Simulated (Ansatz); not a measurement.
Consider C₂H₂B (charge −1).

```xyz
5

B    -0.2894    0.3833   -0.3227
C     0.4445   -0.5887    0.4956
C     1.0726   -1.4204    1.1960
H    -0.9672    0.0500   -1.2737
H    -0.2604    1.5758   -0.0951
```

Geometry: PBE0-D4/def2-TZVPD.

These are results of Ansatz, RKS PBE0-D4/def2-TZVPPD, not measurements.

What can the converged electron density and electron localisation function tell about the bonding?

C–C (1.26 Å): the density is about 2.7 e/Å³ at the midpoint; the ELF peaks at about 0.90 between the atoms: a multiple bond.
C–B (1.47 Å): the density is about 1.6 e/Å³ at the midpoint; the ELF peaks at about 0.95 between the atoms: localised, covalent bonding.
B–H (1.21 Å): the density is about 1.2 e/Å³ at the midpoint; the ELF climbs to about 1 towards the hydrogen, as it does in any bond to H: an ordinary covalent bond to hydrogen.

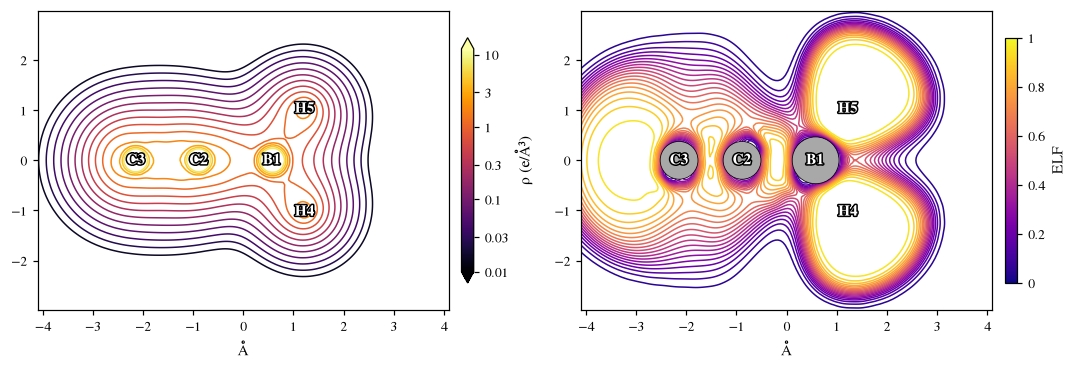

Computed electron density and electron localisation function on the molecular plane, in this order. Grey discs cover the atomic cores in the ELF map. 
